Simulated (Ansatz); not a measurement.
```xyz
9

Si   -0.8030   -0.6725   -0.8625
Br    0.2944    0.8380   -2.1079
H    -0.4322   -1.9895   -1.4208
H    -2.2363   -0.3501   -1.0219
N    -0.4222   -0.6568    0.7955
H     1.7644    1.7551    0.7506
H     2.1048    1.9756    1.3782
H    -0.7411    0.1010    1.3783
H     0.4713   -1.0008    1.1103
```

The reactant side of a reaction path; geometry: PBE0-D4/def2-TZVP.

Method: RKS PBE0-D4/def2-TZVPP (Ansatz).

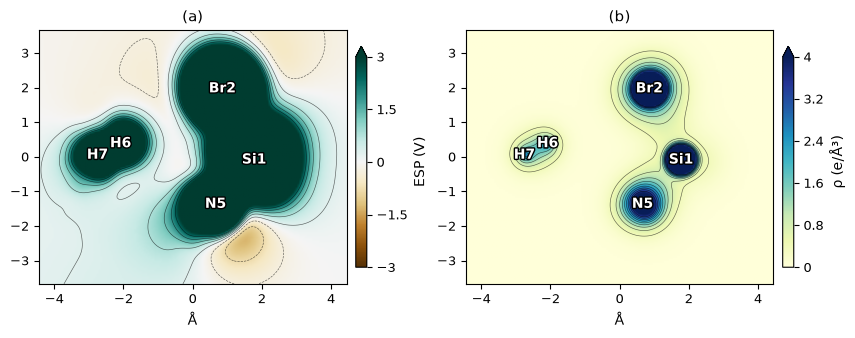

BrH$_{4}$NSi···H$_{2}$. (a) electrostatic potential; (b) total electron density on the plane of atoms Br2, Si1 and N5.

**What do the fields say about this system?**

Atoms in the plane: Si, Br, N and H. Br2···H6 (3.34 Å): the density falls to about 0.02 e/Å³ on the way: a weak contact between the two molecules. Si–N (1.70 Å): ρ at the midpoint is about 1.2 e/Å³. Si–Br (2.24 Å): ρ at the midpoint is about 0.75 e/Å³. H–H (0.75 Å): the density is about 1.8 e/Å³ at the midpoint. Outside the dense part of the complex the potential is most negative (−1.3 V) near N5.
